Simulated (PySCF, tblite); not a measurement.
**C₅H₁₁OSi radical: geometry, infrared bands and EPR parameters**

Aim: predict the infrared bands and EPR parameters of C₅H₁₁OSi radical (`C=CO[SiH]CCC`).

Computed with tblite 0.8.0 and PySCF 2.14.0, with density-fitted response routines of our own, on a single molecule in the gas phase. Atoms count from 0, in the outputs and in this text.

## 1. The molecule as given

18 atoms, charge 0, multiplicity 2; geometry from: force field or distance geometry start.

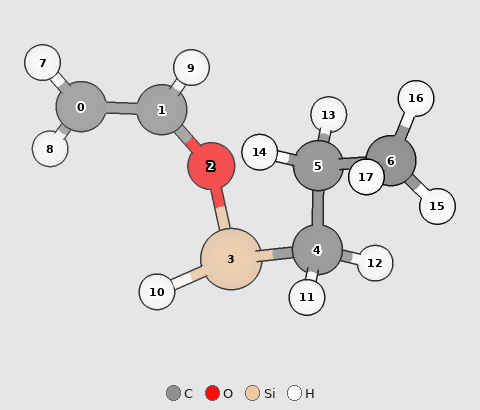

As it starts; carbon grey, oxygen red, silicon light orange, hydrogen white, atoms numbered.

## 2. Geometry optimisation with GFN2-xTB

Job settings and geometry (Å):

```
{"job": {"kind": "relax", "xc": "GFN2-xTB", "basis": "xTB"}, "charge": 0, "multiplicity": 2}
C     -2.691400     1.964800    -0.420900
C     -1.709600     1.270300    -0.946200
O     -1.795700    -0.077000    -1.272500
Si    -1.409200    -1.245400    -0.100400
C      0.428500    -1.501800    -0.028300
C      1.172500    -0.231400    -0.357500
C      2.684000    -0.496900    -0.296100
H     -2.609900     3.023000    -0.151200
H     -3.639400     1.490100    -0.245600
H     -0.766200     1.762500    -1.098200
H     -1.959400    -0.859700     1.188900
H      0.667300    -1.805700     1.013700
H      0.648500    -2.336400    -0.746000
H      0.980700     0.132000    -1.390200
H      0.913600     0.598100     0.341200
H      2.831000    -1.582700    -0.465800
H      3.222600     0.111100    -1.019800
H      3.023400    -0.208500     0.718500
```

Command:

```
OMP_NUM_THREADS=1 python probes_run.py task.json out
```

One launch serves the whole session: the jobs run in the order shown.

Standard output:

```text
step      E/eV     max force
  0    -599.77034    1.998
  1    -599.91508    0.934
  2    -599.99077    0.818
  3    -600.03150    0.599
  4    -600.05652    0.300
  5    -600.06606    0.223
  6    -600.07342    0.192
  7    -600.07918    0.167
  8    -600.08572    0.210
  9    -600.09207    0.180
 10    -600.09784    0.184
 11    -600.10278    0.149
 12    -600.10777    0.170
 13    -600.11379    0.206
 14    -600.12072    0.179
 15    -600.12733    0.187
 16    -600.13309    0.169
 17    -600.13804    0.161
 18    -600.14208    0.137
 19    -600.14607    0.159
 20    -600.15088    0.161
 21    -600.15668    0.165
 22    -600.16250    0.173
 23    -600.16693    0.150
 24    -600.17076    0.155
 25    -600.17494    0.136
 26    -600.17872    0.127
 27    -600.18207    0.134
 28    -600.18547    0.135
 29    -600.18945    0.158
 30    -600.19356    0.157
 31    -600.19735    0.114
 32    -600.19958    0.083
 33    -600.20086    0.077
 34    -600.20238    0.093
 35    -600.20410    0.102
 36    -600.20565    0.117
 37    -600.20701    0.086
 38    -600.20798    0.061
 39    -600.20911    0.076
 40    -600.21026    0.079
 41    -600.21154    0.067
 42    -600.21259    0.084
 43    -600.21373    0.096
 44    -600.21517    0.085
 45    -600.21711    0.112
 46    -600.21930    0.118
 47    -600.22134    0.109
 48    -600.22313    0.099
 49    -600.22486    0.100
 50    -600.22696    0.111
 51    -600.22948    0.145
 52    -600.23071    0.203
 53    -600.23386    0.155
 54    -600.23586    0.103
 55    -600.23944    0.135
 56    -600.24225    0.192
 57    -600.24699    0.235
 58    -600.25143    0.172
 59    -600.25480    0.129
 60    -600.25615    0.139
 61    -600.25856    0.131
 62    -600.26139    0.098
 63    -600.26406    0.087
 64    -600.26610    0.088
 65    -600.26762    0.105
 66    -600.26923    0.118
 67    -600.27112    0.140
 68    -600.27334    0.126
 69    -600.27580    0.104
 70    -600.27742    0.109
 71    -600.27925    0.110
 72    -600.28137    0.102
 73    -600.28379    0.110
 74    -600.28564    0.085
 75    -600.28724    0.080
 76    -600.28911    0.094
 77    -600.29165    0.117
 78    -600.29460    0.164
 79    -600.29700    0.143
 80    -600.29979    0.143
 81    -600.30234    0.138
 82    -600.30594    0.107
 83    -600.30841    0.118
 84    -600.31022    0.078
 85    -600.31128    0.068
 86    -600.31228    0.075
 87    -600.31337    0.094
 88    -600.31435    0.081
 89    -600.31500    0.061
 90    -600.31549    0.059
 91    -600.31598    0.062
 92    -600.31679    0.080
 93    -600.31757    0.077
 94    -600.31836    0.072
 95    -600.31901    0.066
 96    -600.31971    0.068
 97    -600.32066    0.069
 98    -600.32212    0.120
 99    -600.32399    0.135
100    -600.32577    0.106
101    -600.32717    0.116
102    -600.32788    0.149
103    -600.32970    0.111
104    -600.33170    0.145
105    -600.33459    0.133
106    -600.33582    0.083
107    -600.33653    0.067
108    -600.33707    0.062
109    -600.33760    0.057
110    -600.33820    0.056
111    -600.33919    0.068
112    -600.33979    0.078
113    -600.34070    0.083
114    -600.34219    0.082
115    -600.34400    0.091
116    -600.34556    0.107
117    -600.34683    0.134
118    -600.34849    0.097
119    -600.34979    0.071
120    -600.35134    0.077
121    -600.35379    0.150
122    -600.35492    0.126
123    -600.35605    0.101
124    -600.35701    0.064
125    -600.35780    0.056
126    -600.35833    0.053
127    -600.35869    0.048
128    -600.35916    0.047
129    -600.35978    0.062
130    -600.36036    0.047
131    -600.36069    0.045
132    -600.36105    0.045
133    -600.36151    0.057
134    -600.36210    0.056
135    -600.36274    0.062
136    -600.36335    0.059
137    -600.36387    0.064
138    -600.36425    0.048
139    -600.36451    0.040
140    -600.36475    0.035
141    -600.36507    0.047
142    -600.36547    0.051
143    -600.36584    0.038
144    -600.36611    0.044
145    -600.36641    0.055
146    -600.36691    0.065
147    -600.36763    0.071
148    -600.36855    0.077
149    -600.36954    0.097
150    -600.37056    0.087
151    -600.37151    0.067
152    -600.37232    0.064
153    -600.37316    0.082
154    -600.37405    0.085
155    -600.37530    0.099
156    -600.37692    0.085
157    -600.37786    0.090
158    -600.37841    0.065
159    -600.37873    0.068
160    -600.37899    0.114
161    -600.37941    0.053
162    -600.37977    0.037
163    -600.38027    0.055
164    -600.38068    0.029
165    -600.38104    0.039
166    -600.38134    0.063
167    -600.38159    0.038
168    -600.38180    0.038
169    -600.38201    0.037
170    -600.38224    0.033
171    -600.38243    0.031
172    -600.38259    0.031
173    -600.38272    0.022
174    -600.38282    0.017
175    -600.38289    0.017
176    -600.38292    0.016
177    -600.38295    0.017
178    -600.38298    0.014
179    -600.38302    0.015
180    -600.38308    0.016
181    -600.38314    0.017
182    -600.38321    0.017
183    -600.38326    0.016
184    -600.38330    0.014
185    -600.38333    0.013
186    -600.38336    0.012
187    -600.38339    0.012
188    -600.38342    0.013
189    -600.38345    0.016
190    -600.38348    0.016
191    -600.38350    0.012
192    -600.38352    0.009
```

Wall time 2 s (1 thread of Arm Neoverse N1, shared host).

Relaxation path: (not every step is listed)

```
step  energy from step 0 (eV)  largest force (eV/Å)
   0                   0.0000                1.9982
   1                  -0.1447                0.9337
   2                  -0.2204                0.8175
   3                  -0.2612                0.5987
   4                  -0.2862                0.3005
   5                  -0.2957                0.2229
   6                  -0.3031                0.1921
   7                  -0.3088                0.1667
   8                  -0.3154                0.2095
  25                  -0.4046                0.1360
  42                  -0.4422                0.0837
  59                  -0.4845                0.1293
  76                  -0.5188                0.0941
  93                  -0.5472                0.0772
 110                  -0.5679                0.0557
 127                  -0.5883                0.0476
 144                  -0.5958                0.0441
 161                  -0.6091                0.0526
 178                  -0.6126                0.0145
 187                  -0.6130                0.0115
 188                  -0.6131                0.0133
 189                  -0.6131                0.0160
 190                  -0.6131                0.0157
 191                  -0.6132                0.0122
 192                  -0.6132                0.0088
```

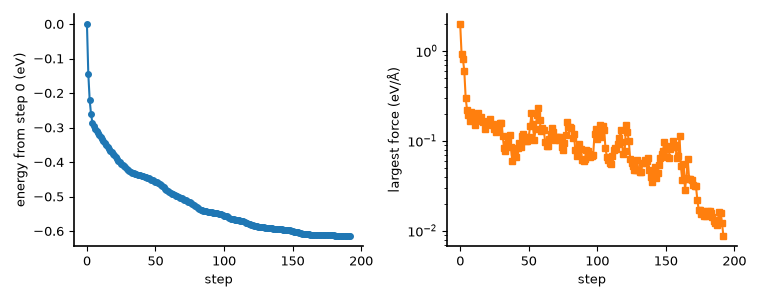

Energy and force, step by step.

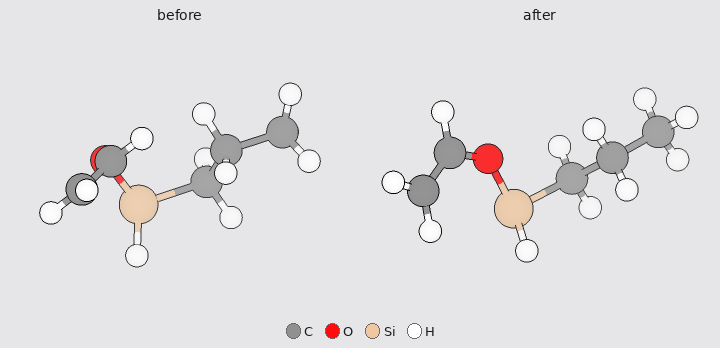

The geometry before (left) and after (right).

Distances of close pairs at the start and the end, largest changes first:

| bond | before (Å) | after (Å) | change (Å) |
| --- | --- | --- | --- |
| O2–Si3 | 1.700 | 1.640 | -0.060 |
| C1–O2 | 1.389 | 1.335 | -0.053 |
| Si3–C4 | 1.857 | 1.896 | +0.039 |
| C4–H12 | 1.123 | 1.091 | -0.031 |
| C0–H7 | 1.095 | 1.073 | -0.022 |
| C5–H14 | 1.115 | 1.093 | -0.022 |
| C4–H11 | 1.111 | 1.090 | -0.021 |
| C6–H15 | 1.109 | 1.088 | -0.020 |

The end geometry stands in the next job.

## 3. Infrared spectrum with GFN2-xTB

Job settings and geometry (Å):

```
{"job": {"kind": "ir", "xc": "GFN2-xTB", "basis": "xTB"}, "charge": 0, "multiplicity": 2}
C     -3.273883     1.864500    -0.604067
C     -2.257647     1.440824    -1.339109
O     -1.388075     0.484042    -1.004512
Si    -1.239825    -0.550314     0.259521
C      0.455439    -1.342971    -0.046786
C      1.590031    -0.322004     0.040576
C      2.943436    -0.958295    -0.252467
H     -3.919390     2.645415    -0.957127
H     -3.486568     1.434827     0.358277
H     -2.041272     1.860079    -2.315923
H     -1.359581     0.153638     1.537612
H      0.624058    -2.129728     0.689250
H      0.482755    -1.819261    -1.028163
H      1.408347     0.482709    -0.674695
H      1.607876     0.119278     1.040372
H      2.955330    -1.383910    -1.254075
H      3.737889    -0.217650    -0.184414
H      3.152320    -1.754861     0.459315
```

Standard output:

```text
mode    cm-1     km/mol
  1      35.1      0.05
  2      50.5      0.09
  3      70.4      0.00
  4     137.6      0.66
  5     160.5      2.62
  6     174.3      1.50
  7     231.9      0.79
  8     240.4      1.21
  9     358.9      6.85
 10     511.7      7.70
 11     532.9     58.98
 12     643.9     74.37
 13     656.7      5.78
 14     689.6     38.33
 15     741.1     68.69
 16     784.4     52.92
 17     816.2     17.72
 18     846.5      7.69
 19     946.2      6.40
 20     975.5     16.81
 21     995.0     38.72
 22    1021.1     19.04
 23    1078.7      3.74
 24    1106.6     30.51
 25    1199.5    214.06
 26    1230.1      0.54
 27    1253.9      3.02
 28    1287.0      0.30
 29    1298.0      6.91
 30    1350.5      3.93
 31    1387.2     36.03
 32    1414.1      0.45
 33    1482.9      0.67
 34    1495.9      0.35
 35    1503.1      2.75
 36    1506.9      1.09
 37    1685.4    243.31
 38    2227.5    285.24
 39    2958.9     19.46
 40    2976.8     56.81
 41    2981.1     21.96
 42    2993.5     36.54
 43    3023.4     26.43
 44    3023.7     52.00
 45    3024.0     73.47
 46    3030.5     34.49
 47    3127.2     19.52
 48    3168.1     34.47
```

Wall time 0.94 s (1 thread of Arm Neoverse N1, shared host).

The strongest bands and the atoms that carry them (share of the mass-weighted mode):

```
cm⁻¹  km/mol                                  atoms
 533    59.0                     H10 73 %, Si3 20 %
 644    74.4                               H10 57 %
 741    68.7  H12 22 %, H11 15 %, C4 14 %, H13 13 %
1200   214.1              O2 40 %, C1 36 %, H8 12 %
1685   243.3                       C1 52 %, C0 40 %
2228   285.2                               H10 97 %
2977    56.8           H12 57 %, H14 16 %, H11 15 %
3024    73.5                     H17 44 %, H15 40 %
```

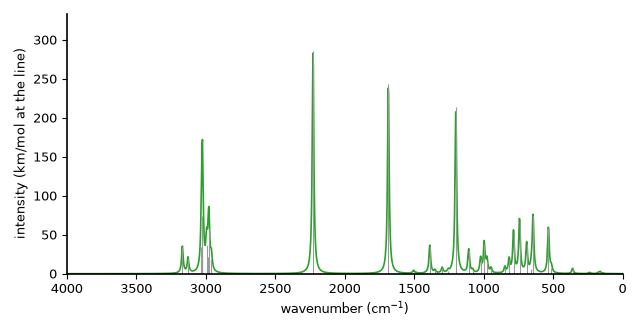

The infrared spectrum from these modes, unscaled. Lines are broadened to a width of 14 cm⁻¹ (Lorentzian).

## 4. EPR parameters: B3LYP/pcH-1

Settings changed since step 3:

```diff
@@ -1,2 +1,2 @@
-{"job": {"kind": "ir", "xc": "GFN2-xTB", "basis": "xTB"}, "charge": 0, "multiplicity": 2}
+{"job": {"kind": "epr", "basis": "pcH-1"}, "charge": 0, "multiplicity": 2}
 C     -3.273883     1.864500    -0.604067
```

With the program's defaults for keys left out, this is: UKS B3LYP, pcH-1 on C H O Si, non-relativistic, mean-field spin-orbit, GIAO.

Standard output:

```text
UKS, coarse grid
  cycle   1  E = -561.74168759  |g| = 5.74e-01
  cycle   2  E = -561.53989423  |g| = 9.12e-01
  cycle   3  E = -561.86630750  |g| = 1.40e-01
  cycle   4  E = -561.87282079  |g| = 5.94e-02
  cycle   5  E = -561.87445295  |g| = 1.57e-02
  cycle   6  E = -561.87456746  |g| = 5.41e-03
  cycle   7  E = -561.87458259  |g| = 1.09e-03
  cycle   8  E = -561.87458161  |g| = 5.40e-04
UKS, final grid
  cycle   1  E = -561.87459231  |g| = 6.74e-04
  cycle   2  E = -561.87459212  |g| = 9.50e-04
  cycle   3  E = -561.87459253  |g| = 7.05e-05
  cycle   4  E = -561.87459253  |g| = 1.91e-05
E = -561.87459253 Eh   <S^2> = 0.7513 (exact 0.7500)
g shifts (ppm)      1          2          3
  rmc          -153       -153       -153
  gc             86          6         94
  oz_so        -740        -44       1398
  total        -807       -191       1339
hyperfine (MHz)  atom isotope    a_iso     a_fc   dipolar eigenvalues
    0   13C       2.23       2.24     -3.12     -1.81      4.93
    1   13C      -3.42      -3.41     -2.22      0.25      1.97
    2   17O     -15.64     -15.58    -26.41     12.52     13.89
    3  29Si    -524.52    -525.50   -154.05     76.30     77.75
    4   13C      40.25      40.24     -5.88     -5.59     11.47
    5   13C      22.90      22.90     -2.61     -2.51      5.13
    6   13C       9.06       9.06     -1.17     -1.12      2.29
    7    1H      -2.20      -2.20     -2.13     -0.77      2.91
    8    1H      -1.65      -1.65     -2.60     -1.31      3.91
    9    1H       2.77       2.77     -1.83     -1.22      3.06
   10    1H     105.32     105.31     -8.27      0.15      8.12
   11    1H      -3.49      -3.49     -4.72     -2.25      6.97
   12    1H      -1.89      -1.89     -4.69     -2.45      7.14
   13    1H      -0.86      -0.86     -2.49     -0.74      3.23
   14    1H       0.91       0.91     -2.91     -0.70      3.61
   15    1H      -0.65      -0.65     -1.15     -0.47      1.63
   16    1H       4.72       4.72     -0.97     -0.36      1.33
   17    1H      -0.18      -0.18     -1.16     -0.55      1.71
```

Wall time 2.4 min (1 thread of Arm Neoverse N1, shared host); peak memory 0.97 GiB.

Principal g values 2.00151, 2.00213, 2.00366; g(iso) = 2.00243, against 2.00232 for a free electron.

Hyperfine couplings; where a row names several nuclei, a(iso) is their mean (it holds for fast rotation or exchange) and the dipolar term the largest among them:

```
       nuclei  isotope  a(iso) (MHz)  a(iso) (G, at g = 2.0023)  largest dipolar term (MHz)
          Si3     29Si        -524.5                     -187.2                      -154.0
          H10       1H         105.3                       37.6                        -8.3
           C4      13C          40.2                       14.4                        11.5
           C5      13C          22.9                        8.2                         5.1
           O2      17O         -15.6                       -5.6                       -26.4
           C6      13C           9.1                        3.2                         2.3
           C1      13C          -3.4                       -1.2                        -2.2
           H9       1H           2.8                        1.0                         3.1
     H11, H12       1H          -2.7                       -1.0                         7.1
           C0      13C           2.2                        0.8                         4.9
           H7       1H          -2.2                       -0.8                         2.9
           H8       1H          -1.6                       -0.6                         3.9
H15, H16, H17       1H           1.3                        0.5                         1.7
     H13, H14       1H           0.0                        0.0                         3.6
```

Mulliken spin populations:

C0 0.04; C1 -0.02; O2 0.04; Si3 0.85; C4 0.02; C5 0.01; C6 0.01; H7 0.00; H8 0.00; H9 0.00; H10 0.04; H11 0.00; H12 0.00; H13 0.00; H14 0.00; H15 0.00; H16 0.00; H17 0.00

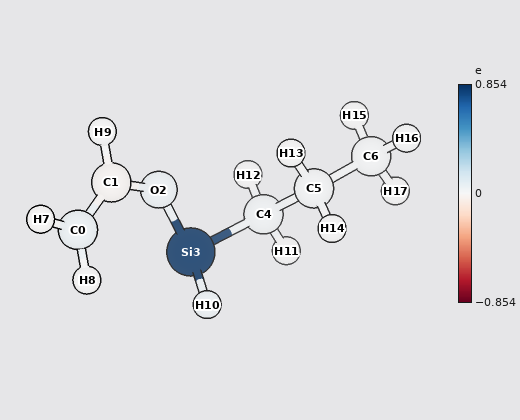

Mulliken spin populations, as colours on the atoms.

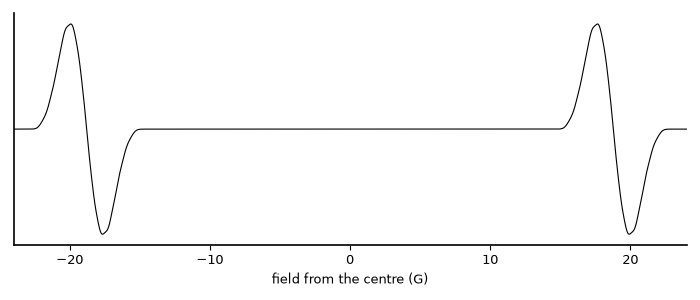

First-order isotropic spectrum (first derivative, main isotopes with spin only, couplings over 0.8 MHz, Gaussian width 0.3 G; couplings of the frozen geometry, rotation of groups not averaged beyond the rows shown).

Orbitals, density, ELF and potential are computed afterwards from the orbital file.

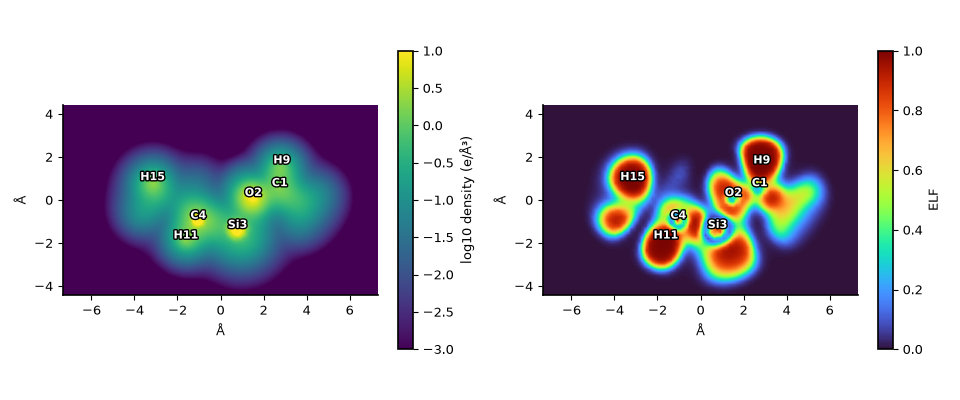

Density (left) and ELF (right) in a plane through or near 7 of the atoms.

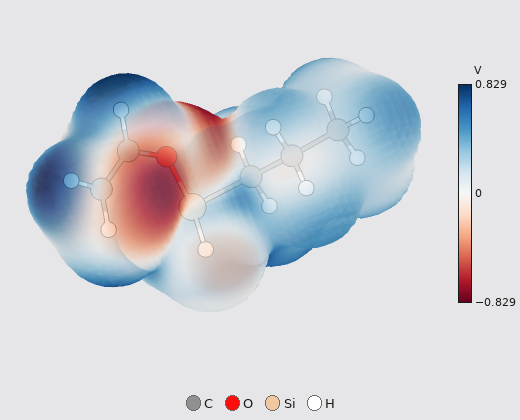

Electrostatic potential on the surface of density 0.002 e/bohr³; red is low, blue high. It runs from -0.76 V near O2 to 0.83 V near H10.

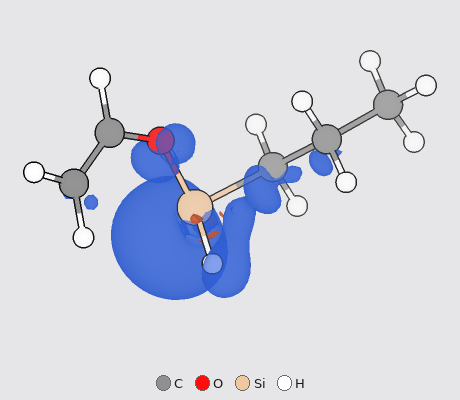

Spin density at ±0.03 e/Å³ (alpha excess blue, beta excess red).

## 5. Results

```
                                 quantity                    value
strongest single infrared mode (GFN2-xTB)    2228 cm⁻¹, 285 km/mol
             zero-point energy (GFN2-xTB)            92.1 kcal/mol
                           g(iso) (B3LYP)                  2.00243
                                     ⟨S²⟩       0.751 (exact 0.75)
       largest a(iso) (averaged by class)  29Si on Si3, -524.5 MHz
    surface potential, least and greatest       -0.76 V and 0.83 V
```

**Reading.** Over 192 steps the energy fell by 0.613 eV; of the close pairs, O2–Si3 changed most, 1.700 to 1.640 Å. No mode is imaginary among the 48: a minimum at this level. The strongest single mode, at 2228 cm⁻¹, moves mainly H10. Unscaled tight-binding wavenumbers are off by several per cent, some by more. Its intensities can rank the bands wrongly. Most of the unpaired spin sits on Si3 (0.85 e). The isotropic g lies 0.1 ppt above the free-electron value.
